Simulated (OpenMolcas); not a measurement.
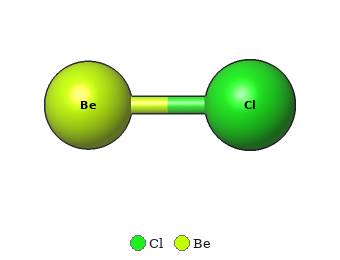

Figure 1. The molecule at the reference distance of 1.711 Å.

# Run report: ClBe⁺, relativistic diatomic calculation (part 1 of 2)

- system: ClBe⁺.
- method: SA-CASSCF(6,7)/XMS-CASPT2 + RASSI spin-orbit (X2C scalar, AMFI), ANO-RCC-VTZP (OpenMolcas)

The input:
```
&GATEWAY
Coord
2
angstrom
Cl 0.0 0.0 0.0
Be 0.0 0.0 1.7110
Basis=ANO-RCC-VTZP
Group=XY
RX2C
AMFI
ANGMom
0.0 0.0 0.0
RICD
&SEWARD
&GUESSORB
&RASSCF
FileOrb=$CurrDir/o11.orb
Symmetry=1
Spin=1
nActEl=6 0 0
Inactive=5 2
RAS2=3 4
CIRoot=2 2 1
Linear
Iterations=120 100
OrbListing=Nothing
PRWF=0.15
>>COPY $Project.RasOrb $CurrDir/o11.orb
>>COPY $Project.rasscf.h5 $CurrDir/r11.h5
&CASPT2
XMultistate=all
Imaginary=0.2
IPEA=0.25
MaxIter=40
>>COPY $Project.JobMix JOB001
&RASSCF
FileOrb=$CurrDir/o32.orb
Symmetry=2
Spin=3
nActEl=6 0 0
Inactive=5 2
RAS2=3 4
CIRoot=2 2 1
Linear
Iterations=120 100
OrbListing=Nothing
PRWF=0.15
>>COPY $Project.RasOrb $CurrDir/o32.orb
>>COPY $Project.rasscf.h5 $CurrDir/r32.h5
&CASPT2
XMultistate=all
Imaginary=0.2
IPEA=0.25
MaxIter=40
>>COPY $Project.JobMix JOB002
&RASSCF
FileOrb=$CurrDir/o12.orb
Symmetry=2
Spin=1
nActEl=6 0 0
Inactive=5 2
RAS2=3 4
CIRoot=2 2 1
Linear
Iterations=120 100
OrbListing=Nothing
PRWF=0.15
>>COPY $Project.RasOrb $CurrDir/o12.orb
>>COPY $Project.rasscf.h5 $CurrDir/r12.h5
&CASPT2
XMultistate=all
Imaginary=0.2
IPEA=0.25
MaxIter=40
>>COPY $Project.JobMix JOB003
&RASSCF
FileOrb=$CurrDir/o31.orb
Symmetry=1
Spin=3
nActEl=6 0 0
Inactive=5 2
RAS2=3 4
CIRoot=2 2 1
Linear
Iterations=120 100
OrbListing=Nothing
PRWF=0.15
>>COPY $Project.RasOrb $CurrDir/o31.orb
>>COPY $Project.rasscf.h5 $CurrDir/r31.h5
&CASPT2
XMultistate=all
Imaginary=0.2
IPEA=0.25
MaxIter=40
>>COPY $Project.JobMix JOB004
&RASSI
Nr of JobIphs=4 2 2 2 2
1 2
1 2
1 2
1 2
SpinOrbit
EJob
Omega
MEES
MESO
Properties=4
'AngMom' 3 'Mltpl  1' 1 'Mltpl  1' 2 'Mltpl  1' 3
Thrs=1.0d-4
>>COPY $Project.rassi.h5 $CurrDir/so.h5
```

The first orbital files come from an earlier step.

Hardware: 1 thread of Intel Xeon (Granite Rapids), 128 GiB of memory available, shared host.

Command:
```bash
pymolcas m.inp (one call a module block, same work directory)
```

The program's output (extracts):
```
++    Wave function specifications:
      Number of closed shell electrons          14
      Number of electrons in active shells       6
      Number of inactive orbitals                7
      Number of active orbitals                  7
      Number of secondary orbitals              50
      Spin quantum number                      0.0
      State symmetry                             1
++    Orbital specifications:
      Symmetry species                           1   2
                                                 a   b
      Frozen orbitals                            0   0
      Inactive orbitals                          5   2
      Active orbitals                            3   4
      RAS2 orbitals                              3   4
      Secondary orbitals                        26  24
      Number of basis functions                 34  30
      printout of CI-coefficients larger than  0.15 for root  1
      energy=    -475.342799
      conf/sym  111 2222     Coeff  Weight
           120  020 2200   0.96374 0.92880
           160  0ud 2200   0.16739 0.02802
      printout of CI-coefficients larger than  0.15 for root  2
      energy=    -475.106062
      conf/sym  111 2222     Coeff  Weight
           120  020 2200  -0.16442 0.02703
           160  0ud 2200   0.96653 0.93419
      Natural orbitals and occupation numbers for root  1
      sym 1:   0.023925   1.966834   0.000891
      sym 2:   1.979514   1.979514   0.024662   0.024662
      Natural orbitals and occupation numbers for root  2
      sym 1:   0.009620   1.224259   0.767958
      sym 2:   1.978423   1.978423   0.020658   0.020658
      RASSCF energy for state  2                   -475.10606238
::    RASSCF root number  1 Total energy:   -475.34279944
::    RASSCF root number  2 Total energy:   -475.10606238
      Von Neumann Entropy (Root   1) =  0.29086
++    Wave function specifications:
      Number of closed shell electrons           2
      Number of electrons in active shells       6
      Number of inactive orbitals                1
      Number of active orbitals                  7
      Number of secondary orbitals              50
      Spin quantum number                      0.0
      State symmetry                             1
      Number of CSFs                           254
      Number of CASSCF root(s) available         2
      CASPT2 state passed to geometry opt.       2
      A file JOBMIX will be created
      This is a MULTI-STATE CASSCF reference
      Number of CI roots used                    2
      These are:                                 1   2
      Off-diagonal elements of Heff are computed
  FINAL CASPT2 RESULT:
      Reference energy:        -475.3427994438
      E2 (Non-variational):      -0.1584245227
      Shift correction:          -0.0010737053
      E2 (Variational):          -0.1594982280
      Total energy:            -475.5022976718
      Reference weight:           0.94529
  FINAL CASPT2 RESULT:
      Reference energy:        -475.1060623809
      E2 (Non-variational):      -0.1563400971
      Shift correction:          -0.0013898507
      E2 (Variational):          -0.1577299477
      Total energy:            -475.2637923286
      Reference weight:           0.94017
       Total XMS-CASPT2 energies:
::    XMS-CASPT2 Root  1     Total energy:   -475.50169592
::    XMS-CASPT2 Root  2     Total energy:   -475.26439408
++    Wave function specifications:
      Number of closed shell electrons          14
      Number of electrons in active shells       6
      Number of inactive orbitals                7
      Number of active orbitals                  7
      Number of secondary orbitals              50
      Spin quantum number                      1.0
      State symmetry                             2
      printout of CI-coefficients larger than  0.15 for root  1
      energy=    -475.214281
      conf/sym  111 2222     Coeff  Weight
            25  02u 2u00   0.98672 0.97362
      printout of CI-coefficients larger than  0.15 for root  2
      energy=    -475.214281
      conf/sym  111 2222     Coeff  Weight
           100  02u u200  -0.98672 0.97362
      Natural orbitals and occupation numbers for root  1
      sym 1:   0.017890   1.968586   0.999922
      sym 2:   1.985855   0.996998   0.018115   0.012634
      Natural orbitals and occupation numbers for root  2
      sym 1:   0.017890   1.968586   0.999922
      sym 2:   0.996998   1.985855   0.012634   0.018115
      RASSCF energy for state  2                   -475.21428133
::    RASSCF root number  1 Total energy:   -475.21428133
::    RASSCF root number  2 Total energy:   -475.21428133
      Von Neumann Entropy (Root   1) =  1.20182
++    Wave function specifications:
      Number of closed shell electrons           2
      Number of electrons in active shells       6
      Number of inactive orbitals                1
      Number of active orbitals                  7
      Number of secondary orbitals              50
      Spin quantum number                      1.0
      State symmetry                             2
      Number of CSFs                           300
      Number of CASSCF root(s) available         2
      CASPT2 state passed to geometry opt.       2
      A file JOBMIX will be created
      This is a MULTI-STATE CASSCF reference
      Number of CI roots used                    2
      These are:                                 1   2
      Off-diagonal elements of Heff are computed
  FINAL CASPT2 RESULT:
      Reference energy:        -475.2142813258
      E2 (Non-variational):      -0.1335490624
      Shift correction:          -0.0007943095
      E2 (Variational):          -0.1343433719
      Total energy:            -475.3486246976
      Reference weight:           0.95451
  FINAL CASPT2 RESULT:
      Reference energy:        -475.2142813256
      E2 (Non-variational):      -0.1335490627
      Shift correction:          -0.0007943095
      E2 (Variational):          -0.1343433722
      Total energy:            -475.3486246978
      Reference weight:           0.95451
       Total XMS-CASPT2 energies:
::    XMS-CASPT2 Root  1     Total energy:   -475.34862470
::    XMS-CASPT2 Root  2     Total energy:   -475.34862470
++    Wave function specifications:
      Number of closed shell electrons          14
      Number of electrons in active shells       6
      Number of inactive orbitals                7
      Number of active orbitals                  7
      Number of secondary orbitals              50
      Spin quantum number                      0.0
      State symmetry                             2
      printout of CI-coefficients larger than  0.15 for root  1
      energy=    -475.210533
      conf/sym  111 2222     Coeff  Weight
            93  02u 2d00  -0.29558 0.08737
            94  02u d200  -0.94202 0.88740
      printout of CI-coefficients larger than  0.15 for root  2
      energy=    -475.210533
      conf/sym  111 2222     Coeff  Weight
            93  02u 2d00  -0.94202 0.88740
            94  02u d200   0.29558 0.08737
      Natural orbitals and occupation numbers for root  1
      sym 1:   0.018003   1.968852   0.999966
      sym 2:   0.996945   1.985902   0.012316   0.018014
      Natural orbitals and occupation numbers for root  2
      sym 1:   0.018003   1.968852   0.999966
      sym 2:   1.985902   0.996945   0.018014   0.012316
      RASSCF energy for state  2                   -475.21053261
::    RASSCF root number  1 Total energy:   -475.21053261
::    RASSCF root number  2 Total energy:   -475.21053261
      Von Neumann Entropy (Root   1) =  1.20070
++    Wave function specifications:
      Number of closed shell electrons           2
      Number of electrons in active shells       6
      Number of inactive orbitals                1
      Number of active orbitals                  7
      Number of secondary orbitals              50
      Spin quantum number                      0.0
      State symmetry                             2
      Number of CSFs                           236
      Number of CASSCF root(s) available         2
      CASPT2 state passed to geometry opt.       2
      A file JOBMIX will be created
      This is a MULTI-STATE CASSCF reference
      Number of CI roots used                    2
      These are:                                 1   2
      Off-diagonal elements of Heff are computed
  FINAL CASPT2 RESULT:
      Reference energy:        -475.2105326118
      E2 (Non-variational):      -0.1342237311
      Shift correction:          -0.0008421977
      E2 (Variational):          -0.1350659289
      Total energy:            -475.3455985407
      Reference weight:           0.95362
  FINAL CASPT2 RESULT:
      Reference energy:        -475.2105326117
      E2 (Non-variational):      -0.1342237317
      Shift correction:          -0.0008421977
      E2 (Variational):          -0.1350659294
      Total energy:            -475.3455985412
      Reference weight:           0.95362
       Total XMS-CASPT2 energies:
::    XMS-CASPT2 Root  1     Total energy:   -475.34559854
::    XMS-CASPT2 Root  2     Total energy:   -475.34559854
++    Wave function specifications:
      Number of closed shell electrons          14
      Number of electrons in active shells       6
      Number of inactive orbitals                7
      Number of active orbitals                  7
      Number of secondary orbitals              50
      Spin quantum number                      1.0
      State symmetry                             1
      printout of CI-coefficients larger than  0.15 for root  1
      energy=    -475.112548
      conf/sym  111 2222     Coeff  Weight
            56  020 2u0u   0.28117 0.07905
           121  0uu 2200  -0.91150 0.83083
           148  020 u2u0  -0.28117 0.07906
      printout of CI-coefficients larger than  0.15 for root  2
      energy=    -475.082283
      conf/sym  111 2222     Coeff  Weight
            56  020 2u0u   0.64241 0.41269
           121  0uu 2200   0.39822 0.15858
           148  020 u2u0  -0.64249 0.41279
      Natural orbitals and occupation numbers for root  1
      sym 1:   0.008145   1.154928   0.838914
      sym 2:   1.912980   1.912985   0.086026   0.086021
      Natural orbitals and occupation numbers for root  2
      sym 1:   0.014597   1.822325   0.163702
      sym 2:   1.575826   1.575927   0.423861   0.423761
      RASSCF energy for state  2                   -475.08228343
::    RASSCF root number  1 Total energy:   -475.11254758
::    RASSCF root number  2 Total energy:   -475.08228343
      Von Neumann Entropy (Root   1) =  1.52879
++    Wave function specifications:
      Number of closed shell electrons           2
      Number of electrons in active shells       6
      Number of inactive orbitals                1
      Number of active orbitals                  7
      Number of secondary orbitals              50
      Spin quantum number                      1.0
      State symmetry                             1
      Number of CSFs                           288
      Number of CASSCF root(s) available         2
      CASPT2 state passed to geometry opt.       2
      A file JOBMIX will be created
      This is a MULTI-STATE CASSCF reference
      Number of CI roots used                    2
      These are:                                 1   2
      Off-diagonal elements of Heff are computed
  FINAL CASPT2 RESULT:
      Reference energy:        -475.1125475842
      E2 (Non-variational):      -0.1710660835
      Shift correction:          -0.0012043361
      E2 (Variational):          -0.1722704195
      Total energy:            -475.2848180037
      Reference weight:           0.93837
  FINAL CASPT2 RESULT:
      Reference energy:        -475.0822834281
      E2 (Non-variational):      -0.1655754652
      Shift correction:          -0.0013847906
      E2 (Variational):          -0.1669602558
      Total energy:            -475.2492436839
      Reference weight:           0.94007
       Total XMS-CASPT2 energies:
::    XMS-CASPT2 Root  1     Total energy:   -475.28414964
::    XMS-CASPT2 Root  2     Total energy:   -475.24991205
  SPIN-FREE ENERGIES:
  (Shifted by EMIN (a.u.) =       -475.5016959197)
 SF State       Relative EMIN(au)   Rel lowest level(eV)    D:o, cm**(-1)      Abs_M
     1             0.0000000000        0.0000000000              0.0000         0.0
     3             0.1530712219        4.1652801420          33595.2500         1.0
     4             0.1530712219        4.1652801420          33595.2500         1.0
     5             0.1560973785        4.2476260591          34259.4146         1.0
     6             0.1560973790        4.2476260718          34259.4147         1.0
     7             0.2175462838        5.9197359540          47745.8904         0.0
     2             0.2373018389        6.4573119962          52081.7336         0.0
     8             0.2517838680        6.8513880822          55260.1716         0.0
++ Dipole transition strengths (spin-free states):
     for osc. strength at least  1.00000000E-05
      From   To        Osc. strength     Einstein coefficients Ax, Ay, Az (sec-1)    Total A (sec-1)
         1    5       1.33763617E-02  9.18956567E+06  1.28268683E+06  0.00000000E+00  1.04722525E+07
         1    6       1.33763617E-02  1.28268690E+06  9.18956569E+06  0.00000000E+00  1.04722526E+07
         1    2       9.28339225E-02  0.00000000E+00  0.00000000E+00  1.67965386E+08  1.67965386E+08
         3    7       3.46643898E-03  2.72669650E+04  4.35729823E+05  0.00000000E+00  4.62996788E+05
         3    8       3.08980957E-02  5.69596809E+05  9.10400450E+06  0.00000000E+00  9.67360131E+06
         4    7       3.46621494E-03  4.35698051E+05  2.72688127E+04  0.00000000E+00  4.62966863E+05
         4    8       3.08905799E-02  9.10150615E+06  5.69742114E+05  0.00000000E+00  9.67124827E+06
         5    2       1.46259112E-05  2.71924606E+03  3.79554208E+02  0.00000000E+00  3.09880027E+03
         6    2       1.46258987E-05  3.79554372E+02  2.71924322E+03  0.00000000E+00  3.09879759E+03
         7    8       4.15558334E-03  0.00000000E+00  0.00000000E+00  1.56512528E+05  1.56512528E+05
 Electric-quadrupole - electric-quadrupole not included
 Electric-dipole - electric-octupole not included
 Electric-dipole - magnetic-quadrupole not included
   Eigenvalues of complex Hamiltonian:
  (Shifted by EMIN (a.u.) =       -475.5016959197)
 SO State       Relative EMIN(au)   Rel lowest level(eV)    D:o, cm**(-1)      Omega
     1            -0.0000027871        0.0000000000              0.0000         0.0
     2             0.1517976704        4.1307008822          33316.3495         2.0
     3             0.1517976704        4.1307008822          33316.3495         2.0
     4             0.1526002133        4.1525391870          33492.4873         1.0
     5             0.1526002133        4.1525391850          33492.4872         1.0
     6             0.1543007434        4.1988129687          33865.7105         0.0
     7             0.1543171193        4.1992585790          33869.3046         0.0
     8             0.1565243255        4.2593197188          34353.7303         1.0
     9             0.1565243258        4.2593197278          34353.7304         1.0
    10             0.2175866619        5.9209105394          47755.3641         1.0
    11             0.2175866619        5.9209105389          47755.3641         1.0
    12             0.2175874763        5.9209327017          47755.5429         0.0
    13             0.2373322801        6.4582161826          52089.0264         0.0
    14             0.2517867053        6.8515411311          55261.4060         0.0
    15             0.2517875516        6.8515641599          55261.5918         1.0
    16             0.2517875515        6.8515641577          55261.5918         1.0
 Weights of the five most important spin-orbit-free states for each spin-orbit state.
 SO State  Total energy (au)           Spin-free states, spin, and weights
    1        -0.000003       1 0.0  1.0000    3 1.0  0.0000    4 1.0  0.0000    2 0.0  0.0000    8 1.0  0.0000
    2         0.151798       3 1.0  0.5000    4 1.0  0.5000    8 1.0  0.0000    7 1.0  0.0000    2 0.0  0.0000
    3         0.151798       3 1.0  0.5000    4 1.0  0.5000    8 1.0  0.0000    7 1.0  0.0000    2 0.0  0.0000
    4         0.152600       4 1.0  0.8852    6 0.0  0.1134    5 0.0  0.0011    3 1.0  0.0002    7 1.0  0.0001
    5         0.152600       3 1.0  0.8852    5 0.0  0.1134    6 0.0  0.0011    4 1.0  0.0002    7 1.0  0.0001
    6         0.154301       4 1.0  0.4997    3 1.0  0.4997    7 1.0  0.0007    8 1.0  0.0000    2 0.0  0.0000
    7         0.154317       3 1.0  0.4998    4 1.0  0.4998    2 0.0  0.0004    1 0.0  0.0000    7 1.0  0.0000
    8         0.156524       5 0.0  0.8730    3 1.0  0.1083    6 0.0  0.0121    4 1.0  0.0059    7 1.0  0.0005
    9         0.156524       6 0.0  0.8730    4 1.0  0.1083    5 0.0  0.0121    3 1.0  0.0059    7 1.0  0.0005
   10         0.217587       7 1.0  0.9993    4 1.0  0.0003    6 0.0  0.0003    5 0.0  0.0000    3 1.0  0.0000
   11         0.217587       7 1.0  0.9993    3 1.0  0.0003    5 0.0  0.0003    6 0.0  0.0000    4 1.0  0.0000
   12         0.217587       7 1.0  0.9993    3 1.0  0.0003    4 1.0  0.0003    8 1.0  0.0000    2 0.0  0.0000
   13         0.237332       2 0.0  0.9996    3 1.0  0.0002    4 1.0  0.0002    1 0.0  0.0000    8 1.0  0.0000
   14         0.251787       8 1.0  1.0000    4 1.0  0.0000    3 1.0  0.0000    7 1.0  0.0000    2 0.0  0.0000
   15         0.251788       8 1.0  1.0000    6 0.0  0.0000    4 1.0  0.0000    5 0.0  0.0000    3 1.0  0.0000
   16         0.251788       8 1.0  1.0000    5 0.0  0.0000    3 1.0  0.0000    6 0.0  0.0000    4 1.0  0.0000
```

(Continued in part 2.) Outcome of the run: converged.
